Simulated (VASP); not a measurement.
Band structure of PbO (litharge). Method: PBE GGA with D3 dispersion (zero damping), VASP's PBE PAW potentials (set 64) (plane waves; VASP).

Unless said otherwise, spin-orbit coupling is left out, though it shifts the bands of the heavy elements here.

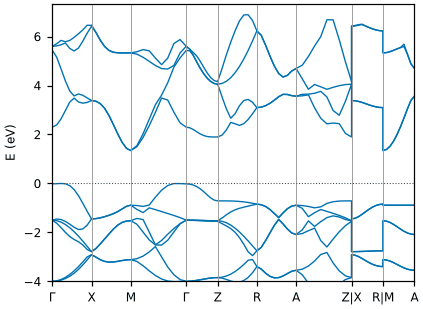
Fig. 1. Bands along high-symmetry lines, zero at the valence-band maximum or, without a gap, the Fermi level

**Question.** Read the plot: is there a gap, and where are the band edges?

**Answer.** The gap is indirect, 1.34 eV, from the valence maximum at Γ-X at 0.22 to the conduction minimum at M. (Edges off the drawn lines would not show.)

The compound is PbO in the litharge structure. It was relaxed first.
